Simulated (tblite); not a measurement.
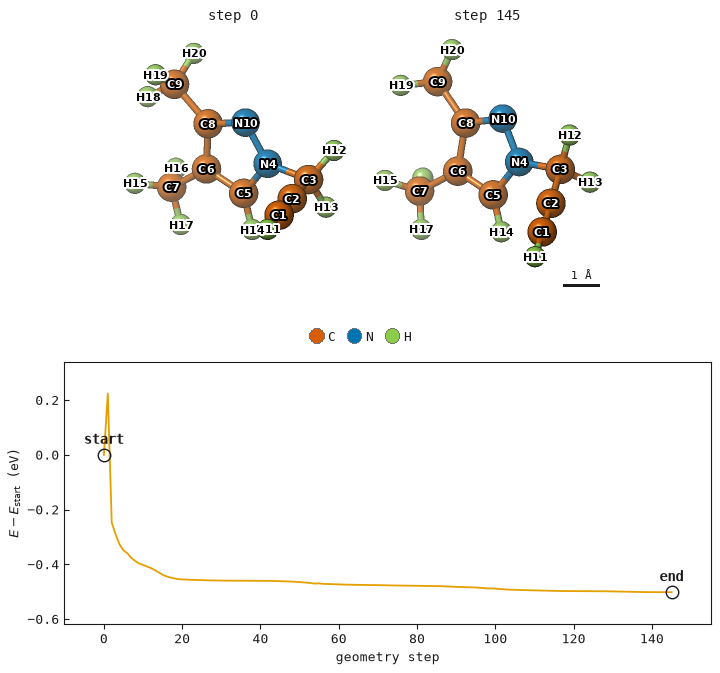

First and last geometry of a relaxation of C8H10N2, with the history of the run. Style: ball-and-stick. Shown from a free direction.

Computed with tblite 0.8.0, GFN2-xTB geometry optimisation, gas phase. 

### Read the history and describe the run.

It converged. The atom that moves furthest after the best rigid fit is H18 (1.30 Å). Largest moves by element: H 1.30 Å, C 0.62 Å, N 0.22 Å. Some distances before and after: C1–C2 1.234 → 1.196 Å, C7–H15 1.118 → 1.090 Å, C8–N10 1.347 → 1.322 Å, N4–C5 1.372 → 1.350 Å. Bond angles that change, for instance: C3–N4–N10 130.8° → 120.4°, C6–C5–H14 124.5° → 131.3°, C3–N4–C5 121.7° → 127.9°. Groups turn about C8–C9 by about 60°, C3–N4 by about 35°. After 145 geometry steps the energy has fallen by 0.502 eV. Cost: 1.2 s on 1 thread of Arm Neoverse V1, on a shared host.
